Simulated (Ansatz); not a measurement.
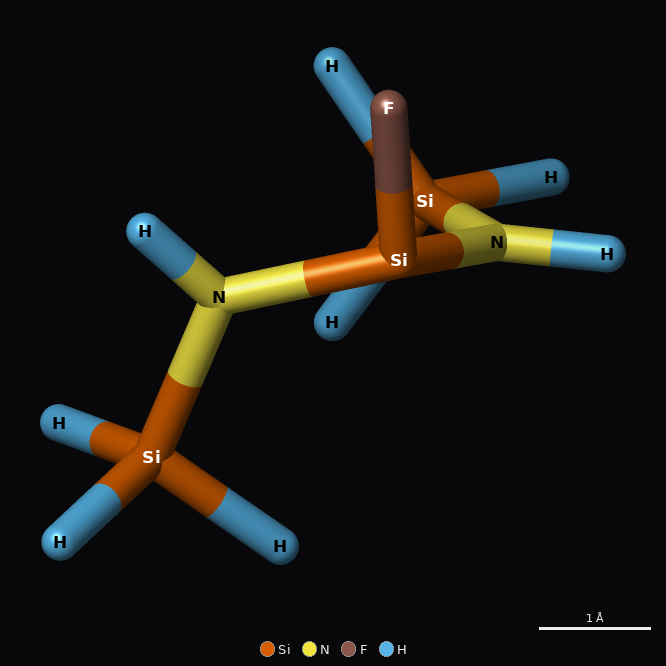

The structure as it stands in the input.

Ansatz 0.2.0 input:

```yaml
crystal:
  periodic: [false, false, false]
  atoms:
    - {symbol: Si, position_ang: [0.721455, 1.240208, 0.352724]}
    - {symbol: N, position_ang: [0.672637, -0.240703, -0.517666]}
    - {symbol: Si, position_ang: [0.119756, -0.491619, -2.142964]}
    - {symbol: N, position_ang: [-0.892291, 1.709439, 0.664544]}
    - {symbol: Si, position_ang: [-2.271627, 0.651909, 0.685284]}
    - {symbol: F, position_ang: [1.534789, 0.884348, 1.694202]}
    - {symbol: H, position_ang: [1.262488, -0.964557, -0.126583]}
    - {symbol: H, position_ang: [-0.535722, 0.766535, -2.576167]}
    - {symbol: H, position_ang: [1.251931, -0.803765, -3.056287]}
    - {symbol: H, position_ang: [-0.847680, -1.617143, -2.212944]}
    - {symbol: H, position_ang: [-1.063127, 2.678896, 0.884874]}
    - {symbol: H, position_ang: [-3.426808, 1.449791, 1.172768]}
    - {symbol: H, position_ang: [-2.051810, -0.509901, 1.583267]}
    - {symbol: H, position_ang: [-2.590466, 0.128691, -0.669596]}
basis:
  gaussian: {orbitals: def2-TZVPP}
magnetization: {spin_polarized: true, initial_magnetization: 1}
hamiltonian: {xc: {name: PBE-QIDH}}
```

It was started with:

```sh
ansatz run in.yaml --threads 4 --pin off --events-out ev --progress --plain --max-ram 66560MiB --backend cuda --devices 0, --max-vram 37GiB
```

Output:

```
Functional definition: PBE-QIDH
  name "PBE-QIDH"
  cite "Brémond, Sancho-García, Pérez-Jiménez & Adamo, J. Chem. Phys. 141, 031101 (2014) doi:10.1063/1.4890314"
  cite "Perdew, Burke & Ernzerhof, Phys. Rev. Lett. 77, 3865 (1996) doi:10.1103/PhysRevLett.77.3865"
  parameter a = 3^(-1/3)
  parameter c = 1/3
  exchange = (1 - a)*pbe_x + a*exact_x
  correlation = (1 - c)*pbe_c + c*(mp2_os + mp2_ss)
1931 factors; integrals over basis functions are off by at most 1.0e-3 eV
mean field evaluation 1: about -29425.5049 eV, gradient 4.3e1 eV
mean field evaluation 2: about -29425.5089 eV, gradient 4.3e1 eV
mean field evaluation 4: about -29432.5842 eV, gradient 2.8e0 eV
mean field evaluation 8: about -29432.6605 eV, gradient 1.1e-1 eV
mean field evaluation 16: about -29432.6608 eV, gradient 3.7e-4 eV
mean field -29432.66078501 eV, -1081.6303336750 hartree, gradient 8.2e-6 eV, S^2 0.752738; 0 other end points of the search recorded, 0 dependent functions left out
18 core orbitals not correlated: weight in the atoms' cores, before any rotation towards them, 1.000 or more for the frozen orbitals, at most 0.000 for the correlated occupied ones
reference -29432.66080160 eV, -1081.6303342847 hartree; 19, 18 occupied and 294, 295 virtual orbitals, 1931 factors
second order -31.16552918 eV of doubles, -0.00000000 eV of singles
Total energy: -29443.04931132 eV, -1082.0121049755 hartree
```
